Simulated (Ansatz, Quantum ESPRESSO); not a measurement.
# SrVO3 (Pm-3m): zone-centre phonons, part 2 of 3

Wanted: the vibrations of SrVO3 (Pm-3m) at Γ, by two programs.

Quantum ESPRESSO 7.5; DFT LDA, scalar-relativistic, plane waves, PseudoDojo norm-conserving pseudopotentials.

So far. Step 2 (A first look): No gap opens on this mesh, so smearing is kept; the start stands at -11 GPa. Step 4 (Ground state): The cell stands at -0.043 GPa, close enough for phonons. The relaxed cell has a = 3.770 Å (conventional setting).

## (5) Linear response at Γ

At q = 0 one unit cell holds all displacements; symmetry groups them into irreducible representations that are solved one by one. With smeared occupations no response to a homogeneous field can be asked.

Contents of ph.in:

```
phonons
&INPUTPH
  prefix       = 'x'
  outdir       = './tmp'
  fildyn       = 'g.dyn'
  tr2_ph       = 1.0d-18
  alpha_mix(1) = 0.4
  nmix_ph      = 8
/
0.000000000000 0.000000000000 0.000000000000
```

Run with:

```console
> OMP_NUM_THREADS=1 mpirun -n 4 ph.x -nk 4 -in ph.in > ph.out
```

Output:

```text
[banners, grids, parts of the stress and lines that vanish by symmetry left out]
[banner, memory and clock lines left out]
Program PHONON v.7.5

     ./tmp/x.save/

     IMPORTANT: XC functional enforced from input :
     Exchange-correlation= PW
                           (   1   4   0   0   0   0   0)
     Any further DFT definition will be discarded
     Please, verify this is what you really want

     G-vector sticks info

     Reading collected, re-writing distributed wavefunctions in ./tmp/

     Number and degeneracy of irreps per q-point
       N         xq(1)         xq(2)         xq(3)   N irreps
       1   0.000000000   0.000000000   0.000000000       5
        3   3   3   3   3

     Calculation of q =    0.0000000   0.0000000   0.0000000

     phonons

     bravais-lattice index     =            1
     lattice parameter (alat)  =       7.1242  a.u.
     unit-cell volume          =     361.5840 (a.u.)^3
     number of atoms/cell      =            5
     number of atomic types    =            3
     kinetic-energy cut-off    =      84.0000  Ry
     charge density cut-off    =     336.0000  Ry
     convergence threshold     =      1.0E-18
     beta                      =       0.4000
     number of iterations used =            8
     Exchange-correlation= PW
                           (   1   4   0   0   0   0   0)

     celldm(1)=    7.12421  celldm(2)=    0.00000  celldm(3)=    0.00000
     celldm(4)=    0.00000  celldm(5)=    0.00000  celldm(6)=    0.00000

     crystal axes: (cart. coord. in units of alat)
               a(1) = (  1.0000  0.0000  0.0000 )
               a(2) = (  0.0000  1.0000  0.0000 )
               a(3) = (  0.0000  0.0000  1.0000 )

     reciprocal axes: (cart. coord. in units 2 pi/alat)
               b(1) = (  1.0000  0.0000  0.0000 )
               b(2) = (  0.0000  1.0000  0.0000 )
               b(3) = (  0.0000  0.0000  1.0000 )

     Atoms inside the unit cell:

     Cartesian axes

     site n.  atom      mass           positions (alat units)
        1  Sr     87.6200   tau(    1) = (    0.50000    0.50000    0.50000  )
        2  V      50.9415   tau(    2) = (    0.00000    0.00000    0.00000  )
        3  O      15.9990   tau(    3) = (    0.50000    0.00000    0.00000  )
        4  O      15.9990   tau(    4) = (    0.00000    0.50000    0.00000  )
        5  O      15.9990   tau(    5) = (    0.00000    0.00000    0.50000  )

     Computing dynamical matrix for
                    q = (   0.0000000   0.0000000   0.0000000 )

     49 Sym.Ops. (with q -> -q+G )

     G cutoff =  431.9688  (  37529 G-vectors)     FFT grid: ( 45, 45, 45)

     number of k points=    35  Marzari-Vanderbilt smearing, width (Ry)=  0.0200
                       cart. coord. in units 2pi/alat
        k(    1) = (   0.0000000   0.0000000   0.0000000), wk =   0.0039062
        k(    2) = (   0.0000000   0.0000000   0.1250000), wk =   0.0234375
        k(    3) = (   0.0000000   0.0000000   0.2500000), wk =   0.0234375
        [... further k-points left out ...]

     PseudoPot. # 1 for Sr read from file:
     ./pseudo/Sr.upf
     Pseudo is Norm-conserving + core correction, Zval = 10.0
     Using radial grid of 1812 points,  6 beta functions with:
                l(1) =   0
                l(2) =   0
                l(3) =   1
                l(4) =   1
                l(5) =   2
                l(6) =   2

     PseudoPot. # 2 for V  read from file:
     ./pseudo/V.upf
     Pseudo is Norm-conserving + core correction, Zval = 13.0
     Using radial grid of 1518 points,  6 beta functions with:
                l(1) =   0
                l(2) =   0
                l(3) =   1
                l(4) =   1
                l(5) =   2
                l(6) =   2

     PseudoPot. # 3 for O  read from file:
     ./pseudo/O.upf
     Pseudo is Norm-conserving + core correction, Zval =  6.0
     Using radial grid of  926 points,  5 beta functions with:
                l(1) =   0
                l(2) =   0
                l(3) =   1
                l(4) =   1
                l(5) =   2

     Mode symmetry, O_h (m-3m)  point group:

     Atomic displacements:
     There are    5 irreducible representations

     Representation     1      3 modes -  To be done

     Representation     2      3 modes -  To be done

     Representation     3      3 modes -  To be done

     Representation     4      3 modes -  To be done

     Representation     5      3 modes -  To be done

     Alpha used in Ewald sum =   2.8000

     Representation #   1 modes #   1   2   3

     Self-consistent Calculation
      iter #   1   av.it.:   7.8
      thresh= 1.000E-02 alpha_mix =  0.400 |ddv_scf|^2 =  6.507E-07
      iter #   2   av.it.:  14.4
      thresh= 8.067E-05 alpha_mix =  0.400 |ddv_scf|^2 =  3.317E-08
      iter #   3   av.it.:  15.1
      thresh= 1.821E-05 alpha_mix =  0.400 |ddv_scf|^2 =  1.413E-09
      iter #   4   av.it.:  15.7
      thresh= 3.759E-06 alpha_mix =  0.400 |ddv_scf|^2 =  2.623E-11
      iter #   5   av.it.:  16.0
      thresh= 5.122E-07 alpha_mix =  0.400 |ddv_scf|^2 =  9.460E-13
      iter #   6   av.it.:  15.9
      thresh= 9.726E-08 alpha_mix =  0.400 |ddv_scf|^2 =  3.200E-14
      iter #   7   av.it.:  15.5
      thresh= 1.789E-08 alpha_mix =  0.400 |ddv_scf|^2 =  5.414E-15
      iter #   8   av.it.:  16.0
      thresh= 7.358E-09 alpha_mix =  0.400 |ddv_scf|^2 =  1.148E-16
      iter #   9   av.it.:  16.6
      thresh= 1.071E-09 alpha_mix =  0.400 |ddv_scf|^2 =  2.164E-18
      iter #  10   av.it.:  15.8
      thresh= 1.471E-10 alpha_mix =  0.400 |ddv_scf|^2 =  1.264E-19

     End of self-consistent calculation

     Convergence has been achieved

     Representation #   2 modes #   4   5   6

     Self-consistent Calculation
      iter #   1   av.it.:   8.7
      thresh= 1.000E-02 alpha_mix =  0.400 |ddv_scf|^2 =  2.755E-06
      iter #   2   av.it.:  13.7
      thresh= 1.660E-04 alpha_mix =  0.400 |ddv_scf|^2 =  6.190E-08
      iter #   3   av.it.:  14.1
      thresh= 2.488E-05 alpha_mix =  0.400 |ddv_scf|^2 =  3.248E-09
      iter #   4   av.it.:  14.6
      thresh= 5.699E-06 alpha_mix =  0.400 |ddv_scf|^2 =  1.642E-10
[...]
End of self-consistent calculation

     Convergence has been achieved

     Representation #   3 modes #   7   8   9

     Self-consistent Calculation
[...]
End of self-consistent calculation

     Convergence has been achieved

     Representation #   4 modes #  10  11  12

     Self-consistent Calculation
[...]
End of self-consistent calculation

     Convergence has been achieved

     Representation #   5 modes #  13  14  15

     Self-consistent Calculation
[...]
iter #   2   av.it.:  14.6
      thresh= 4.986E-05 alpha_mix =  0.400 |ddv_scf|^2 =  3.576E-08
      iter #   3   av.it.:  15.4
      thresh= 1.891E-05 alpha_mix =  0.400 |ddv_scf|^2 =  8.680E-11
      iter #   4   av.it.:  16.0
      thresh= 9.317E-07 alpha_mix =  0.400 |ddv_scf|^2 =  1.652E-12
      iter #   5   av.it.:  14.5
      thresh= 1.285E-07 alpha_mix =  0.400 |ddv_scf|^2 =  3.275E-13
      iter #   6   av.it.:  15.9
      thresh= 5.723E-08 alpha_mix =  0.400 |ddv_scf|^2 =  4.816E-16
      iter #   7   av.it.:  16.0
      thresh= 2.195E-09 alpha_mix =  0.400 |ddv_scf|^2 =  2.312E-17
      iter #   8   av.it.:  15.9
      thresh= 4.809E-10 alpha_mix =  0.400 |ddv_scf|^2 =  3.047E-19

     End of self-consistent calculation

     Convergence has been achieved

     Number of q in the star =    1
     List of q in the star:
          1   0.000000000   0.000000000   0.000000000

     Diagonalizing the dynamical matrix

     q = (    0.000000000   0.000000000   0.000000000 )

 **************************************************************************
     freq (    1) =       0.056144 [THz] =       1.872767 [cm-1]
     freq (    2) =       0.056144 [THz] =       1.872767 [cm-1]
     freq (    3) =       0.056144 [THz] =       1.872767 [cm-1]
     freq (    4) =       5.080507 [THz] =     169.467468 [cm-1]
     freq (    5) =       5.080507 [THz] =     169.467468 [cm-1]
     freq (    6) =       5.080507 [THz] =     169.467468 [cm-1]
     freq (    7) =      10.486184 [THz] =     349.781435 [cm-1]
     freq (    8) =      10.486184 [THz] =     349.781435 [cm-1]
     freq (    9) =      10.486184 [THz] =     349.781435 [cm-1]
     freq (   10) =      11.763259 [THz] =     392.380095 [cm-1]
     freq (   11) =      11.763259 [THz] =     392.380095 [cm-1]
     freq (   12) =      11.763259 [THz] =     392.380095 [cm-1]
     freq (   13) =      18.146010 [THz] =     605.285735 [cm-1]
     freq (   14) =      18.146010 [THz] =     605.285735 [cm-1]
     freq (   15) =      18.146010 [THz] =     605.285735 [cm-1]
 **************************************************************************

     Mode symmetry, O_h (m-3m)  point group:

     freq (   1-   3) =          1.9  [cm-1]   --> T_1u G_15  G_4- I
     freq (   4-   6) =        169.5  [cm-1]   --> T_1u G_15  G_4- I
     freq (   7-   9) =        349.8  [cm-1]   --> T_2u G_25  G_5-
     freq (  10-  12) =        392.4  [cm-1]   --> T_1u G_15  G_4- I
     freq (  13-  15) =        605.3  [cm-1]   --> T_1u G_15  G_4- I
```

The job ended after 14 min (4 MPI ranks of Arm Neoverse V2, shared host; 55 min of CPU time).

Read from the output:

| Item | Value |
| --- | --- |
| largest acoustic frequency at the zone centre before the sum rule | 1.87 cm⁻¹ |
| highest optical zone-centre mode (no LO-TO term) | 605.3 cm⁻¹ |
| lowest optical zone-centre mode | 169.5 cm⁻¹ |

The acoustic modes at Γ come out as far as 1.9 cm⁻¹ from zero, where they should vanish, a small numerical error.

## (6) Modes with the sum rule

A rigid shift of the crystal must cost nothing, but grids and finite bases break this; the acoustic sum rule is imposed before the matrix is diagonalised again.

Contents of dynmat.in:

```
&INPUT
  fildyn = 'g.dyn'
  asr    = 'simple'
  fileig = 'dynmat.eig'
/
```

Run with:

```console
> dynmat.x -in dynmat.in > dynmat.out
```

Output:

```text
[banner, memory and clock lines left out]
Program DYNMAT v.7.5

     Reading Dynamical Matrix from file g.dyn
     ...Force constants read
     ...epsilon and Z* not read (not found on file)
     A direction for q was not specified:TO-LO splitting will be absent

     Polarizability (A^3 units)
     multiply by 1.000000 for Clausius-Mossotti correction
         0.000000    0.000000    0.000000
         0.000000    0.000000    0.000000
         0.000000    0.000000    0.000000

     IR activities are in (D/A)^2/amu units

# mode   [cm-1]    [THz]      IR
    1     -0.00   -0.0000    0.0000
    2     -0.00   -0.0000    0.0000
    3      0.00    0.0000    0.0000
    4    169.46    5.0803    0.0000
    5    169.46    5.0803    0.0000
    6    169.46    5.0803    0.0000
    7    349.80   10.4868    0.0000
    8    349.80   10.4868    0.0000
    9    349.80   10.4868    0.0000
   10    392.38   11.7632    0.0000
   11    392.38   11.7632    0.0000
   12    392.38   11.7632    0.0000
   13    605.26   18.1454    0.0000
   14    605.26   18.1454    0.0000
   15    605.26   18.1454    0.0000

[end of the log left out, with the tail of the file of modes that dynmat.x writes under the same name]
```

Elapsed: 0.45 s, on 1 thread.

Unit eigenvectors of the mass-weighted matrix after the sum rule; no LO-TO term. The modes at Γ (shares of kinetic energy by element, %):

| mode | frequency (cm⁻¹) | symmetry | Sr % | V % | O % |
| --- | --- | --- | --- | --- | --- |
| 1 | 0.0 | acoustic | 47 | 27 | 26 |
| 2 | 0.0 | acoustic | 47 | 27 | 26 |
| 3 | 0.0 | acoustic | 47 | 27 | 26 |
| 4 | 169.5 | T1u | 53 | 22 | 25 |
| 5 | 169.5 | T1u | 53 | 22 | 25 |
| 6 | 169.5 | T1u | 53 | 22 | 25 |
| 7 | 349.8 | T2u | 0 | 0 | 100 |
| 8 | 349.8 | T2u | 0 | 0 | 100 |
| 9 | 349.8 | T2u | 0 | 0 | 100 |
| 10 | 392.4 | T1u | 0 | 49 | 51 |
| 11 | 392.4 | T1u | 0 | 49 | 51 |
| 12 | 392.4 | T1u | 0 | 49 | 51 |
| 13 | 605.3 | T1u | 0 | 2 | 98 |
| 14 | 605.3 | T1u | 0 | 2 | 98 |
| 15 | 605.3 | T1u | 0 | 2 | 98 |

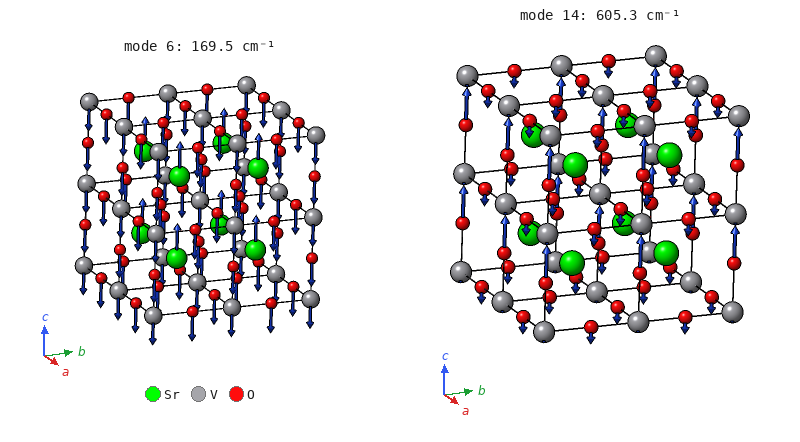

Displacement patterns of modes 6 and 14 at Γ; arrows are exaggerated. 2×2×2 cells are drawn. Some periodic images of atoms are drawn too.

The rule moves no optical mode by more than 0.1 cm⁻¹.

## (7) Sum rules set otherwise (asr crystal)

The rule can be imposed in more than one way; the choices should agree where the raw error is small.

Contents of dynmat.in:

```
&INPUT
  fildyn = 'g.dyn'
  asr    = 'crystal'
  fileig = 'dynmat.eig'
/
```

Run with:

```console
> dynmat.x -in dynmat.in > dynmat.out
```

Output:

```text
[banner, memory and clock lines left out]
Program DYNMAT v.7.5

     Reading Dynamical Matrix from file g.dyn
     ...Force constants read
     ...epsilon and Z* not read (not found on file)
     Acoustic Sum Rule: || Z*(ASR) - Z*(orig)|| =    0.000000E+00
     Acoustic Sum Rule: ||dyn(ASR) - dyn(orig)||=    7.069609E-05
     A direction for q was not specified:TO-LO splitting will be absent

     Polarizability (A^3 units)
     multiply by 1.000000 for Clausius-Mossotti correction
         0.000000    0.000000    0.000000
         0.000000    0.000000    0.000000
         0.000000    0.000000    0.000000

     IR activities are in (D/A)^2/amu units

# mode   [cm-1]    [THz]      IR
    1     -0.00   -0.0000    0.0000
    2     -0.00   -0.0000    0.0000
    3      0.00    0.0000    0.0000
    4    169.46    5.0803    0.0000
    5    169.46    5.0803    0.0000
    6    169.46    5.0803    0.0000
    7    349.78   10.4862    0.0000
    8    349.78   10.4862    0.0000
    9    349.78   10.4862    0.0000
   10    392.39   11.7635    0.0000
   11    392.39   11.7635    0.0000
   12    392.39   11.7635    0.0000
   13    605.28   18.1459    0.0000
   14    605.28   18.1459    0.0000
   15    605.28   18.1459    0.0000

[end of the log left out, with the tail of the file of modes that dynmat.x writes under the same name]
```

Wall time 0.45 s (1 thread).

Zone-centre frequencies as printed; negative means imaginary. Modes:

| mode | frequency (cm⁻¹) |
| --- | --- |
| 1 | 0 |
| 2 | 0 |
| 3 | 0 |
| 4 | 169.5 |
| 5 | 169.5 |
| 6 | 169.5 |
| 7 | 349.8 |
| 8 | 349.8 |
| 9 | 349.8 |
| 10 | 392.4 |
| 11 | 392.4 |
| 12 | 392.4 |
| 13 | 605.3 |
| 14 | 605.3 |
| 15 | 605.3 |

Against the first rule no mode moves by more than 0.1 cm⁻¹.

## (8) Sum rules set otherwise: a sum rule for molecules or wires on a crystal

This rule also removes rotations, which suits molecules and not a crystal; it is tried to see the harm.

Contents of dynmat.in:

```
&INPUT
  fildyn = 'g.dyn'
  asr    = 'zero-dim'
  fileig = 'dynmat.eig'
/
```

Run with:

```console
> dynmat.x -in dynmat.in > dynmat.out
```

Output:

```text
[banner, memory and clock lines left out]
Program DYNMAT v.7.5

     Reading Dynamical Matrix from file g.dyn
     ...Force constants read
     ...epsilon and Z* not read (not found on file)
     Acoustic Sum Rule: || Z*(ASR) - Z*(orig)|| =    0.000000E+00
     Acoustic Sum Rule: ||dyn(ASR) - dyn(orig)||=    4.263156E-01
     A direction for q was not specified:TO-LO splitting will be absent

     Polarizability (A^3 units)
     multiply by 1.000000 for Clausius-Mossotti correction
         0.000000    0.000000    0.000000
         0.000000    0.000000    0.000000
         0.000000    0.000000    0.000000

     IR activities are in (D/A)^2/amu units

# mode   [cm-1]    [THz]      IR
    1     -0.00   -0.0000    0.0000
    2     -0.00   -0.0000    0.0000
    3     -0.00   -0.0000    0.0000
    4      0.00    0.0000    0.0000
    5      0.00    0.0000    0.0000
    6      0.00    0.0000    0.0000
    7    169.46    5.0803    0.0000
    8    288.65    8.6535    0.0000
    9    288.65    8.6535    0.0000
   10    392.39   11.7635    0.0000
   11    396.74   11.8941    0.0000
   12    396.74   11.8941    0.0000
   13    557.37   16.7097    0.0000
   14    557.37   16.7097    0.0000
   15    605.28   18.1459    0.0000

[end of the log left out, with the tail of the file of modes that dynmat.x writes under the same name]
```

It took 0.45 s on 1 thread.

The program raised no error, yet the settings are not those of a careful run.

The fault: a sum rule for molecules or wires on a crystal; 3 optical modes are projected out to zero frequency, as if they were rotations.

For a crystal the rule has to be 'simple' or 'crystal'.

Zone-centre frequencies as printed; negative means imaginary. Modes:

| mode | frequency (cm⁻¹) |
| --- | --- |
| 1 | 0 |
| 2 | 0 |
| 3 | 0 |
| 4 | 0 |
| 5 | 0 |
| 6 | 0 |
| 7 | 169.5 |
| 8 | 288.6 |
| 9 | 288.6 |
| 10 | 392.4 |
| 11 | 396.7 |
| 12 | 396.7 |
| 13 | 557.4 |
| 14 | 557.4 |
| 15 | 605.3 |

(Part 2 of 3 ends here.)

[Host names and launcher messages were left out of these logs when they were recorded.]

[Logs are printed without paths, hosts, clocks, repeated set-up lines and the standing remarks that a program may print on its own settings, such as how far it seeks lower states.]

[Hosts, paths, dates, database ids (printed as entryN), source tags and the programs' standing remarks are cut or masked in the printed files.]
